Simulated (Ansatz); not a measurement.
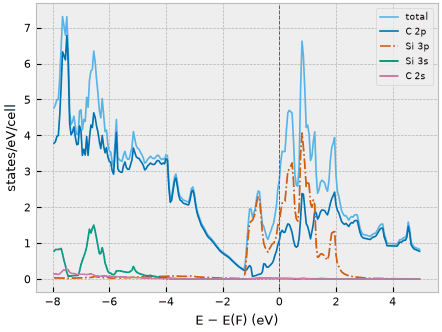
*Total and projected density of states of SiC12 in space group P6/mmm (No. 191; C on 12n, Si on 1b), the program Ansatz at the r²SCAN+D4 level (PAW)*

Q: Which orbitals carry the states next to the Fermi level?

A: Within 0.5 eV of the Fermi level: Si 3p 64 %, C 2p 34 %. Projections are on Löwdin-orthogonalised atomic valence shells; empty p or d shells of many metals are not among them.

Q: Where is the tallest occupied peak in this window, and what makes it?

A: Near -7.6 eV, about 7.3 states/eV per cell; the largest projected share is C 2p.

The start of the workflow was typed in or built on a structure type; neither database checked (COD, Materials Project) lists it. Its standing as an ambient phase is unchecked. The r²SCAN+D4 relaxation kept the symmetry of its start. At this level the phase is mechanically unstable. Its formation energy is positive at this level, so the cell may be metastable or incomplete.

Potentials: the earlier of the program's two PAW sets.
